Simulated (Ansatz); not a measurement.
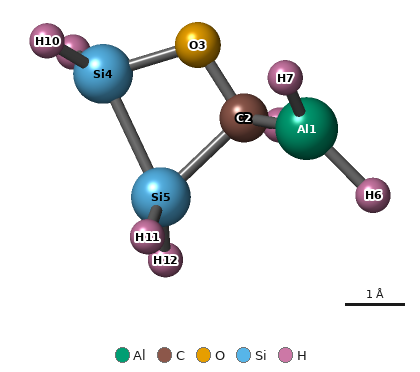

**Figure 1.** The structure as given in the input (ball-and-stick view, seen at a tilt; atoms are numbered from 1 in the order of the input). Sticks mark near contacts.

**Geometry relaxation, with input and output: CH₇AlOSi₂**

- system: CH₇AlOSi₂, SMILES [AlH2][CH]1O[SiH2][SiH2]1
- method: RKS PBE0-D4/def2-TZVP (Ansatz 0.2.0)

The geometry: PBE-D4/def2-SVP start. Figures and captions count atoms from 1; the log counts them from 0 in places.

### Log
```
Functional definition: PBE0
  name "PBE0"
  cite "Adamo & Barone, J. Chem. Phys. 110, 6158 (1999) doi:10.1063/1.478522"
  cite "Perdew, Burke & Ernzerhof, Phys. Rev. Lett. 77, 3865 (1996) doi:10.1103/PhysRevLett.77.3865"
  parent pbe
  parameter a = 0.25
  parameter kappa = 0.804
  parameter beta = 0.06672455060314922
  exchange = (1 - a)*pbe_x(kappa = kappa, mu = beta*pi^2/3) + a*exact_x
  correlation = pbe_c(beta = beta)
1454 factors; their error is unknown
mean field evaluation 1: about -25531.5970 eV, gradient 5.5e1 eV
mean field evaluation 2: about -25512.7221 eV, gradient 1.1e2 eV
mean field evaluation 4: about -25537.8454 eV, gradient 9.1e0 eV
mean field evaluation 8: about -25538.0115 eV, gradient 6.3e-2 eV
mean field evaluation 16: about -25538.0910 eV, gradient 2.8e-5 eV
mean field -25538.09101328 eV, -938.5075343984 hartree, gradient 2.8e-5 eV, S^2 0.000000; 0 other end points of the search recorded, 0 dependent functions left out
the calculation of the forces begins
reference -25538.09105681 eV, -938.5075359980 hartree; 31, 31 occupied and 184, 184 virtual orbitals, 1454 factors
relax step   1: F+E_penalty+E_count = -25538.36540107 eV  Δ(F+E_penalty+E_count) = +0.000e0 eV  max|allowed force component| = 9.526e-1 eV/Å  Δτ_max = 0.0000 Å  (27 SCF iters, accepted)
these checks for a lower state are left out or cut short: starts, cluster_reference, orbital_swaps, neighbouring_geometries, increment
1454 factors; their error is unknown
mean field -25538.13473452 eV, -938.5091411240 hartree, gradient 1.4e-5 eV, S^2 0.000000; 0 other end points of the search recorded, 0 dependent functions left out
[... from here on the field's lines of each further geometry are left out, up to the last ...]
relax step   2: F+E_penalty+E_count = -25538.41046568 eV  Δ(F+E_penalty+E_count) = -4.506e-2 eV  max|allowed force component| = 5.519e-1 eV/Å  Δτ_max = 0.0295 Å  (32 SCF iters, accepted)
relax step   3: F+E_penalty+E_count = -25538.42107855 eV  Δ(F+E_penalty+E_count) = -1.061e-2 eV  max|allowed force component| = 5.230e-2 eV/Å  Δτ_max = 0.0267 Å  (33 SCF iters, accepted)
relax step   4: F+E_penalty+E_count = -25538.42164487 eV  Δ(F+E_penalty+E_count) = -5.663e-4 eV  max|allowed force component| = 1.866e-2 eV/Å  Δτ_max = 0.0134 Å  (33 SCF iters, accepted)
relax step   5: F+E_penalty+E_count = -25538.42195054 eV  Δ(F+E_penalty+E_count) = -3.057e-4 eV  max|allowed force component| = 1.098e-2 eV/Å  Δτ_max = 0.0152 Å  (32 SCF iters, accepted)
relax step   6: F+E_penalty+E_count = -25538.42234097 eV  Δ(F+E_penalty+E_count) = -3.904e-4 eV  max|allowed force component| = 3.372e-2 eV/Å  Δτ_max = 0.0461 Å  (30 SCF iters, accepted)
relax step   7: F+E_penalty+E_count = -25538.42218993 eV  Δ(F+E_penalty+E_count) = +1.510e-4 eV  max|allowed force component| = 5.505e-2 eV/Å  Δτ_max = 0.0475 Å  (31 SCF iters, rejected (line search))
relax step   8: F+E_penalty+E_count = -25538.42272392 eV  Δ(F+E_penalty+E_count) = -3.829e-4 eV  max|allowed force component| = 2.105e-2 eV/Å  Δτ_max = 0.0232 Å  (31 SCF iters, accepted)
relax step   9: F+E_penalty+E_count = -25538.42284713 eV  Δ(F+E_penalty+E_count) = -1.232e-4 eV  max|allowed force component| = 1.980e-2 eV/Å  Δτ_max = 0.0157 Å  (31 SCF iters, accepted)
relax step  10: F+E_penalty+E_count = -25538.42294047 eV  Δ(F+E_penalty+E_count) = -9.334e-5 eV  max|allowed force component| = 1.082e-2 eV/Å  Δτ_max = 0.0143 Å  (32 SCF iters, accepted)
relax step  11: F+E_penalty+E_count = -25538.42296461 eV  Δ(F+E_penalty+E_count) = -2.414e-5 eV  max|allowed force component| = 8.794e-3 eV/Å  Δτ_max = 0.0051 Å  (33 SCF iters, accepted)
relax step  12: F+E_penalty+E_count = -25538.42297229 eV  Δ(F+E_penalty+E_count) = -7.687e-6 eV  max|allowed force component| = 6.880e-3 eV/Å  Δτ_max = 0.0017 Å  (23 SCF iters, accepted)
the calculation of the forces begins
reference -25538.14700802 eV, -938.5095921671 hartree; 31, 31 occupied and 184, 184 virtual orbitals, 1454 factors
relax step  13: F+E_penalty+E_count = -25538.42297433 eV  Δ(F+E_penalty+E_count) = -2.035e-6 eV  max|allowed force component| = 2.786e-3 eV/Å  Δτ_max = 0.0013 Å  (23 SCF iters, accepted)
```

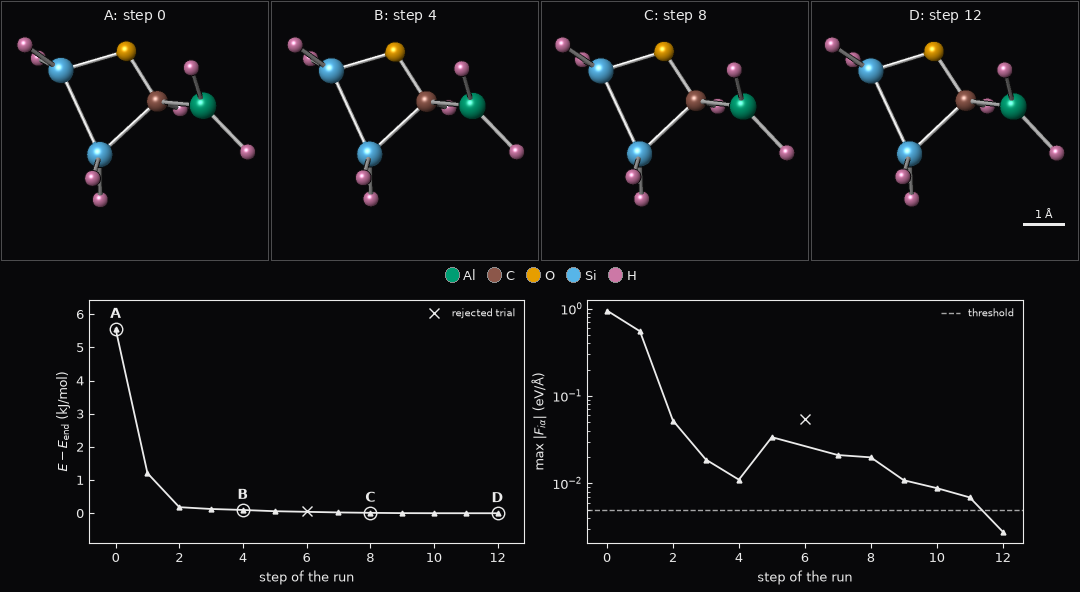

**Figure 2.** Frames of the relaxation (ball-and-stick view, seen at a tilt) above the curves, on which the letters mark them (the first geometry is step 0 here and step 1 in the log).

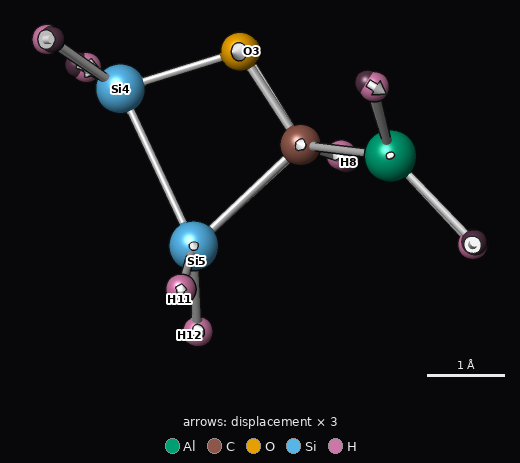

**Figure 3.** Start (faint) and end (solid) with the displacements as white arrows, magnified 3 times (ball-and-stick view, seen at a tilt). The two geometries are laid on each other by the best rigid fit. The largest moves after the best rigid fit, 0.13 Å, are those of H9 and H10. Largest moves by element: H 0.13 Å, O 0.11 Å, C 0.06 Å, Si 0.03 Å, Al 0.03 Å. Distances before and after: O3–Si4 1.713 → 1.671 Å, C2–Si5 1.957 → 1.934 Å, Si4–Si5 2.341 → 2.319 Å, Si4–H10 1.506 → 1.487 Å. Among the angles that change: Si5–Si4–H10 120.9° → 122.9°. Over 12 geometry steps the energy falls by 5.55 kJ/mol. The largest force component goes from 0.95 to 0.0028 eV/Å. The line search rejected the trial step at point 6 (counted from 0) and went back. (Atoms are counted from 1 in the order of the input.)

```
1454 factors; their error is unknown
mean field -25538.14696475 eV, -938.5095905768 hartree, gradient 1.2e-5 eV, S^2 0.000000; 1 other end points of the search recorded, 0 dependent functions left out
the calculation of the forces begins
reference -25538.14700802 eV, -938.5095921671 hartree; 31, 31 occupied and 184, 184 virtual orbitals, 1454 factors
Total energy: -25538.42301760 eV, -938.5197353320 hartree
Atom 0 at    -1.133685     1.931452     0.229812 Å, force     0.000240    -0.001098    -0.001233 eV/Å
Atom 1 at    -0.662614     0.156534    -0.444289 Å, force     0.000161     0.000610    -0.001008 eV/Å
Atom 2 at    -1.011665    -0.944726     0.454453 Å, force     0.000276     0.000616    -0.000486 eV/Å
Atom 3 at     0.362575    -1.888548     0.573303 Å, force     0.001059    -0.000258    -0.000211 eV/Å
Atom 4 at     1.258823    -0.051325    -0.522615 Å, force     0.000300     0.001005     0.002786 eV/Å
Atom 5 at    -1.036773     3.132337    -0.807340 Å, force    -0.000081    -0.000119     0.000107 eV/Å
Atom 6 at    -1.456409     2.163195     1.763376 Å, force     0.000161    -0.000307    -0.000171 eV/Å
Atom 7 at    -1.069146    -0.032778    -1.446508 Å, force    -0.002051     0.000811     0.000217 eV/Å
Atom 8 at     0.261362    -3.165657    -0.189889 Å, force    -0.000156    -0.000075     0.000183 eV/Å
Atom 9 at     0.686039    -2.224505     1.985603 Å, force     0.000187    -0.000197     0.000000 eV/Å
Atom 10 at     1.985322     0.958139     0.305361 Å, force     0.000506    -0.000831    -0.000421 eV/Å
Atom 11 at     1.893271    -0.089115    -1.867167 Å, force    -0.000601    -0.000158     0.000236 eV/Å
Dipole moment:     0.162705    -0.057006    -0.179125 e Å
```

### Trajectory as extended XYZ (Å, eV, eV/Å), 13 frames, from step=1 to step=13
```
12
Properties=species:S:1:pos:R:3:forces:R:3 step=1 energy=-25538.36540
Al   -1.1391    1.9288    0.2567    0.0347  -0.0742  -0.0004
C    -0.6791    0.1633   -0.4981    0.0388  -0.0440  -0.2574
O    -1.0721   -0.9677    0.3592    0.9526  -0.3054  -0.0933
Si    0.3542   -1.8887    0.5888   -0.5856   0.4004  -0.1144
Si    1.2646   -0.0593   -0.5545   -0.1717   0.0108   0.0594
H    -1.0557    3.1976   -0.7209   -0.0105  -0.1556   0.1037
H    -1.4364    2.0812    1.8210    0.0316  -0.0133  -0.1969
H    -1.0710    0.0231   -1.5342    0.1731   0.0152   0.5603
H     0.3188   -3.2331   -0.0957   -0.0452   0.2942   0.1513
H     0.6552   -2.1174    2.0470   -0.1070   0.0423  -0.3135
H     2.0163    0.9602    0.2710   -0.1636  -0.1895  -0.1780
H     1.9214   -0.1431   -1.9062   -0.1471   0.0191   0.2790
12
Properties=species:S:1:pos:R:3:forces:R:3 step=2 energy=-25538.41047
Al   -1.1317    1.9193    0.2567    0.0164  -0.0595  -0.0314
C    -0.6678    0.1655   -0.4932    0.0515  -0.0557  -0.0741
O    -1.0494   -0.9637    0.3610    0.5519  -0.2517   0.0169
Si    0.3631   -1.8777    0.5789   -0.5425   0.2490  -0.0001
Si    1.2609   -0.0581   -0.5470   -0.0926   0.0603  -0.0309
H    -1.0510    3.1725   -0.7205   -0.0020  -0.0175   0.0099
H    -1.4324    2.0756    1.8063    0.0022  -0.0008  -0.0248
H    -1.0631    0.0145   -1.5123    0.0609   0.0327   0.1704
H     0.3003   -3.2102   -0.0947    0.0131   0.0793   0.0087
H     0.6420   -2.1159    2.0250    0.0031   0.0112  -0.0739
H     1.9992    0.9636    0.2625   -0.0325  -0.0548  -0.0351
H     1.9071   -0.1404   -1.8885   -0.0295   0.0074   0.0645
12
Properties=species:S:1:pos:R:3:forces:R:3 step=3 energy=-25538.42108
Al   -1.1271    1.9113    0.2533   -0.0031   0.0040  -0.0002
C    -0.6612    0.1615   -0.4883   -0.0042   0.0163   0.0134
O    -1.0382   -0.9645    0.3676    0.0416  -0.0190   0.0115
Si    0.3521   -1.8698    0.5824   -0.0523   0.0382  -0.0239
Si    1.2569   -0.0573   -0.5469    0.0299  -0.0249   0.0244
H    -1.0483    3.1608   -0.7251    0.0015   0.0029  -0.0118
H    -1.4305    2.0701    1.7993   -0.0041   0.0038   0.0117
H    -1.0585    0.0107   -1.4992   -0.0196  -0.0054  -0.0274
H     0.2971   -3.1879   -0.1091    0.0013  -0.0243   0.0075
H     0.6394   -2.1103    2.0213    0.0078  -0.0250   0.0083
H     1.9951    0.9564    0.2633    0.0020   0.0282   0.0033
H     1.9005   -0.1358   -1.8844   -0.0007   0.0051  -0.0169
12
Properties=species:S:1:pos:R:3:forces:R:3 step=4 energy=-25538.42164
Al   -1.1270    1.9133    0.2522   -0.0017   0.0033   0.0008
C    -0.6593    0.1622   -0.4863   -0.0056   0.0097   0.0029
O    -1.0345   -0.9627    0.3723   -0.0040  -0.0045   0.0028
Si    0.3512   -1.8726    0.5802   -0.0031   0.0004   0.0187
Si    1.2597   -0.0568   -0.5432    0.0094  -0.0035  -0.0087
H    -1.0478    3.1597   -0.7312    0.0003  -0.0022  -0.0028
H    -1.4323    2.0749    1.7985   -0.0017   0.0049  -0.0006
H    -1.0593    0.0093   -1.4966   -0.0021  -0.0024  -0.0053
H     0.2916   -3.1932   -0.1081    0.0024   0.0012  -0.0116
H     0.6415   -2.1230    2.0175    0.0046  -0.0076   0.0030
H     1.9933    0.9658    0.2621    0.0000  -0.0016   0.0050
H     1.9000   -0.1317   -1.8832    0.0015   0.0023  -0.0041
12
Properties=species:S:1:pos:R:3:forces:R:3 step=5 energy=-25538.42195
Al   -1.1271    1.9155    0.2504   -0.0050   0.0055  -0.0055
C    -0.6605    0.1614   -0.4814   -0.0049   0.0027   0.0051
O    -1.0336   -0.9626    0.3795    0.0039  -0.0037   0.0110
Si    0.3518   -1.8750    0.5801    0.0020   0.0014  -0.0057
Si    1.2592   -0.0563   -0.5401    0.0043  -0.0064  -0.0065
H    -1.0480    3.1548   -0.7420    0.0018  -0.0018  -0.0015
H    -1.4330    2.0897    1.7951   -0.0003   0.0008   0.0012
H    -1.0616    0.0059   -1.4911    0.0032   0.0004  -0.0007
H     0.2909   -3.1903   -0.1189   -0.0007   0.0037  -0.0028
H     0.6475   -2.1355    2.0145   -0.0022  -0.0051   0.0027
H     1.9928    0.9632    0.2691   -0.0025   0.0019   0.0023
H     1.8987   -0.1256   -1.8811    0.0007   0.0005   0.0005
12
Properties=species:S:1:pos:R:3:forces:R:3 step=6 energy=-25538.42234
Al   -1.1342    1.9227    0.2412    0.0322   0.0058   0.0034
C    -0.6642    0.1590   -0.4646   -0.0128  -0.0196   0.0005
O    -1.0279   -0.9606    0.4065    0.0100   0.0108   0.0183
Si    0.3554   -1.8824    0.5782    0.0155  -0.0046  -0.0337
Si    1.2575   -0.0535   -0.5304   -0.0094  -0.0011   0.0029
H    -1.0415    3.1425   -0.7748   -0.0098  -0.0063   0.0023
H    -1.4336    2.1296    1.7834   -0.0109  -0.0031  -0.0050
H    -1.0678   -0.0075   -1.4720    0.0117  -0.0008   0.0016
H     0.2854   -3.1817   -0.1519   -0.0050   0.0144   0.0127
H     0.6654   -2.1766    2.0036   -0.0147   0.0042  -0.0077
H     1.9873    0.9612    0.2884   -0.0036   0.0009  -0.0035
H     1.8953   -0.1078   -1.8733   -0.0031  -0.0005   0.0082
12
Properties=species:S:1:pos:R:3:forces:R:3 step=7 energy=-25538.42219 accepted=F
Al   -1.1245    1.9333    0.2356   -0.0550  -0.0070  -0.0084
C    -0.6642    0.1578   -0.4464    0.0139  -0.0287   0.0093
O    -1.0189   -0.9552    0.4374    0.0212   0.0271   0.0128
Si    0.3599   -1.8902    0.5748    0.0157  -0.0131  -0.0323
Si    1.2582   -0.0521   -0.5217   -0.0163  -0.0176  -0.0025
H    -1.0472    3.1311   -0.8090    0.0175  -0.0122   0.0191
H    -1.4493    2.1670    1.7698    0.0200  -0.0021  -0.0131
H    -1.0721   -0.0192   -1.4506    0.0121   0.0070   0.0071
H     0.2736   -3.1730   -0.1846   -0.0042   0.0296   0.0250
H     0.6829   -2.2188    1.9909   -0.0218   0.0131  -0.0261
H     1.9856    0.9582    0.3047   -0.0010   0.0026  -0.0034
H     1.8931   -0.0937   -1.8667   -0.0022   0.0013   0.0124
12
Properties=species:S:1:pos:R:3:forces:R:3 step=8 energy=-25538.42272
Al   -1.1302    1.9272    0.2380   -0.0056   0.0001  -0.0004
C    -0.6635    0.1581   -0.4556   -0.0018  -0.0173   0.0068
O    -1.0219   -0.9565    0.4240    0.0051   0.0210   0.0094
Si    0.3586   -1.8857    0.5758    0.0100  -0.0114  -0.0171
Si    1.2580   -0.0525   -0.5266   -0.0076  -0.0060  -0.0007
H    -1.0425    3.1370   -0.7902    0.0020  -0.0047   0.0053
H    -1.4430    2.1463    1.7760    0.0020  -0.0024  -0.0056
H    -1.0690   -0.0151   -1.4610    0.0066   0.0008  -0.0018
H     0.2769   -3.1767   -0.1676   -0.0002   0.0129   0.0088
H     0.6730   -2.1973    1.9966   -0.0089   0.0054  -0.0093
H     1.9862    0.9609    0.2951   -0.0003   0.0012  -0.0001
H     1.8944   -0.1007   -1.8702   -0.0013   0.0003   0.0046
12
Properties=species:S:1:pos:R:3:forces:R:3 step=9 energy=-25538.42285
Al   -1.1303    1.9297    0.2348   -0.0115  -0.0024   0.0007
C    -0.6636    0.1572   -0.4496   -0.0001  -0.0133   0.0086
O    -1.0178   -0.9531    0.4370    0.0067   0.0198   0.0028
Si    0.3608   -1.8878    0.5742    0.0022  -0.0097  -0.0055
Si    1.2580   -0.0516   -0.5240   -0.0055  -0.0063  -0.0017
H    -1.0404    3.1335   -0.8002    0.0036  -0.0036   0.0054
H    -1.4482    2.1569    1.7706    0.0043  -0.0018  -0.0061
H    -1.0700   -0.0216   -1.4536    0.0035   0.0000  -0.0035
H     0.2710   -3.1726   -0.1787    0.0018   0.0113   0.0071
H     0.6789   -2.2109    1.9915   -0.0055   0.0042  -0.0108
H     1.9850    0.9605    0.3002    0.0009   0.0008   0.0013
H     1.8936   -0.0951   -1.8679   -0.0005   0.0008   0.0016
12
Properties=species:S:1:pos:R:3:forces:R:3 step=10 energy=-25538.42294
Al   -1.1317    1.9314    0.2312   -0.0081  -0.0036   0.0021
C    -0.6635    0.1562   -0.4447   -0.0012  -0.0047   0.0077
O    -1.0137   -0.9486    0.4498    0.0097   0.0108  -0.0041
Si    0.3628   -1.8890    0.5730   -0.0076  -0.0051   0.0042
Si    1.2580   -0.0509   -0.5223   -0.0014  -0.0032   0.0005
H    -1.0369    3.1310   -0.8079    0.0023  -0.0013   0.0030
H    -1.4534    2.1644    1.7652    0.0032  -0.0008  -0.0047
H    -1.0707   -0.0290   -1.4473    0.0005  -0.0016  -0.0033
H     0.2654   -3.1680   -0.1884    0.0015   0.0060   0.0038
H     0.6839   -2.2223    1.9871   -0.0004   0.0021  -0.0092
H     1.9843    0.9591    0.3050    0.0009   0.0013   0.0011
H     1.8926   -0.0894   -1.8667    0.0005   0.0001  -0.0011
12
Properties=species:S:1:pos:R:3:forces:R:3 step=11 energy=-25538.42297
Al   -1.1331    1.9315    0.2299   -0.0006  -0.0019   0.0014
C    -0.6633    0.1561   -0.4438   -0.0028   0.0007   0.0037
O    -1.0122   -0.9461    0.4540    0.0084  -0.0004  -0.0043
Si    0.3629   -1.8893    0.5725   -0.0066   0.0034   0.0088
Si    1.2582   -0.0508   -0.5217   -0.0003  -0.0015  -0.0032
H    -1.0353    3.1311   -0.8087   -0.0001   0.0000   0.0006
H    -1.4552    2.1650    1.7634    0.0005  -0.0005  -0.0019
H    -1.0704   -0.0319   -1.4460    0.0000  -0.0015  -0.0012
H     0.2623   -3.1667   -0.1905    0.0008   0.0030   0.0006
H     0.6865   -2.2246    1.9852   -0.0006  -0.0010  -0.0044
H     1.9840    0.9594    0.3059    0.0009  -0.0013   0.0015
H     1.8928   -0.0887   -1.8661    0.0005   0.0011  -0.0016
12
Properties=species:S:1:pos:R:3:forces:R:3 step=12 energy=-25538.42297
Al   -1.1335    1.9315    0.2295   -0.0002   0.0008   0.0007
C    -0.6632    0.1565   -0.4444    0.0051  -0.0032   0.0023
O    -1.0112   -0.9449    0.4545   -0.0069   0.0006   0.0013
Si    0.3629   -1.8888    0.5733    0.0010   0.0003  -0.0008
Si    1.2584   -0.0511   -0.5223   -0.0004   0.0008  -0.0015
H    -1.0361    3.1321   -0.8079   -0.0002   0.0001  -0.0003
H    -1.4557    2.1637    1.7631    0.0000  -0.0001   0.0002
H    -1.0704   -0.0327   -1.4463    0.0004  -0.0006  -0.0010
H     0.2619   -3.1657   -0.1903   -0.0001   0.0002   0.0004
H     0.6862   -2.2251    1.9856    0.0001   0.0002  -0.0006
H     1.9846    0.9583    0.3060    0.0004   0.0004   0.0000
H     1.8931   -0.0888   -1.8666    0.0007   0.0004  -0.0006
12
Properties=species:S:1:pos:R:3:forces:R:3 step=13 energy=-25538.42297
Al   -1.1337    1.9315    0.2298    0.0002  -0.0011  -0.0012
C    -0.6626    0.1565   -0.4443    0.0002   0.0006  -0.0010
O    -1.0117   -0.9447    0.4545    0.0003   0.0006  -0.0005
Si    0.3626   -1.8885    0.5733    0.0011  -0.0003  -0.0002
Si    1.2588   -0.0513   -0.5226    0.0003   0.0010   0.0028
H    -1.0368    3.1323   -0.8073   -0.0001  -0.0001   0.0001
H    -1.4564    2.1632    1.7634    0.0002  -0.0003  -0.0002
H    -1.0691   -0.0328   -1.4465   -0.0021   0.0008   0.0002
H     0.2614   -3.1657   -0.1899   -0.0002  -0.0001   0.0002
H     0.6860   -2.2245    1.9856    0.0002  -0.0002   0.0000
H     1.9853    0.9581    0.3054    0.0005  -0.0008  -0.0004
H     1.8933   -0.0891   -1.8672   -0.0006  -0.0002   0.0002
```

The run was set up as follows.

### Input
```yaml
crystal:
  periodic: [false, false, false]
  atoms:
    - {symbol: Al, position_ang: [-1.139058, 1.928835, 0.256727]}
    - {symbol: C, position_ang: [-0.679094, 0.163333, -0.498131]}
    - {symbol: O, position_ang: [-1.072091, -0.967681, 0.359227]}
    - {symbol: Si, position_ang: [0.354213, -1.888723, 0.588783]}
    - {symbol: Si, position_ang: [1.264563, -0.059326, -0.554474]}
    - {symbol: H, position_ang: [-1.055687, 3.197572, -0.720941]}
    - {symbol: H, position_ang: [-1.436430, 2.081208, 1.821012]}
    - {symbol: H, position_ang: [-1.071018, 0.023087, -1.534213]}
    - {symbol: H, position_ang: [0.318806, -3.233063, -0.095694]}
    - {symbol: H, position_ang: [0.655162, -2.117370, 2.047010]}
    - {symbol: H, position_ang: [2.016309, 0.960216, 0.271023]}
    - {symbol: H, position_ang: [1.921425, -0.143087, -1.906230]}
basis:
  gaussian: {orbitals: def2-TZVP}
hamiltonian: {xc: pbe0, dispersion: d4}
relax: {f_tol: 0.005, max_steps: 150}
```

Command:
```bash
ansatz run in.yaml --threads 4 --pin off --events-out ev --progress --plain --max-ram 10444MiB
```

### Results in brief

```csv
quantity,value
outcome,converged
total energy,−25538.4230 eV
mean-field energy,−25538.1470 eV
dispersion energy,−0.2760 eV
SCF solution under orbital rotations,stable
largest force (length of the vector) at the end,0.003 eV/Å
dipole moment,1.19 D
hardware,"4 threads of Intel Xeon, 163 GiB of memory available, shared host"
wall time,32 s (CPU time 2 min)
peak memory,0.66 GiB
```
